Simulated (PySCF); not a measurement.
# C7H9Ga (SMILES CC#[C][Ga]1[CH2]C=C[CH2]1): what the fields show

```yaml
atoms:
  - { symbol: C, position_ang: [3.7244, -0.3652, 0.6033] }
  - { symbol: C, position_ang: [2.3914, -0.1883, 0.0536] }
  - { symbol: C, position_ang: [1.2574, -0.0420, -0.3517] }
  - { symbol: Ga, position_ang: [-0.4841, 0.2135, -1.3483] }
  - { symbol: C, position_ang: [-1.8608, 1.6248, -0.1690] }
  - { symbol: C, position_ang: [-1.6179, 0.7659, 0.9077] }
  - { symbol: C, position_ang: [-1.7265, -0.6126, 0.7611] }
  - { symbol: C, position_ang: [-2.0827, -1.1803, -0.4665] }
  - { symbol: H, position_ang: [3.9913, 0.4936, 1.2199] }
  - { symbol: H, position_ang: [4.4520, -0.4595, -0.2036] }
  - { symbol: H, position_ang: [3.7614, -1.2650, 1.2180] }
  - { symbol: H, position_ang: [-1.6625, 2.6790, -0.0182] }
  - { symbol: H, position_ang: [-2.7333, 1.4409, -0.7926] }
  - { symbol: H, position_ang: [-1.1363, 1.1528, 1.7962] }
  - { symbol: H, position_ang: [-1.3257, -1.2465, 1.5412] }
  - { symbol: H, position_ang: [-2.0491, -2.2603, -0.5435] }
  - { symbol: H, position_ang: [-2.9058, -0.7388, -1.0244] }
```

Geometry: GFN2-xTB.

Method: PySCF 2.14.0, CAM-B3LYP/def2-SVPD, SCF density, gas phase.

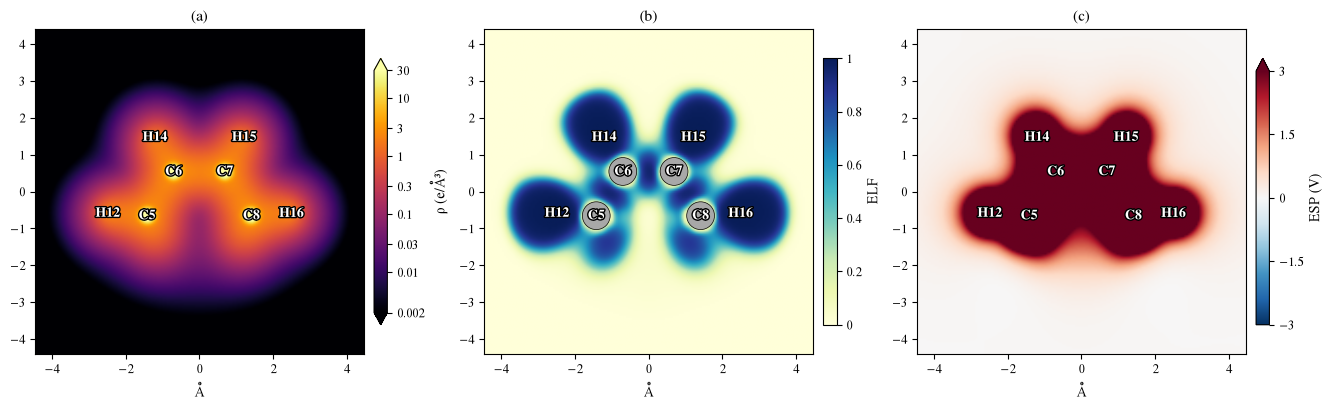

Figure 1. (a) electron density; (b) ELF; (c) electrostatic potential on the plane of atoms C6, C7 and C8. Grey discs cover the atomic cores in the ELF map.

What does the map show?

- Atoms in the plane: C and H.
- C–H (1.08 Å): ρ at the midpoint is about 2 e/Å³; the ELF climbs to about 1 towards the hydrogen, as it does in any bond to H; an ordinary covalent bond to hydrogen.
- C–C (1.39 Å): the density is about 2.1 e/Å³ at the midpoint; the ELF peaks at about 0.95 between the atoms (a covalent bond).
- The potential has no marked negative region in this plane.

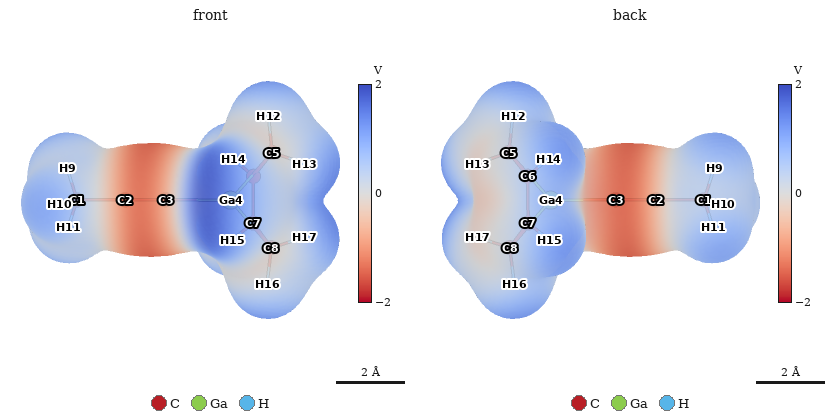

Figure 2. The electrostatic potential painted on the density surface at 0.004 e/bohr³, seen from the front and from behind; the colour scale runs from red (negative) to blue (positive).

Describe the electrostatic potential map.

The most negative region (about −1.4 V, or −32 kcal/mol for a unit charge) lies over C2 and C3, the most positive (about +1.8 V, or +42 kcal/mol for a unit charge) over Ga4.
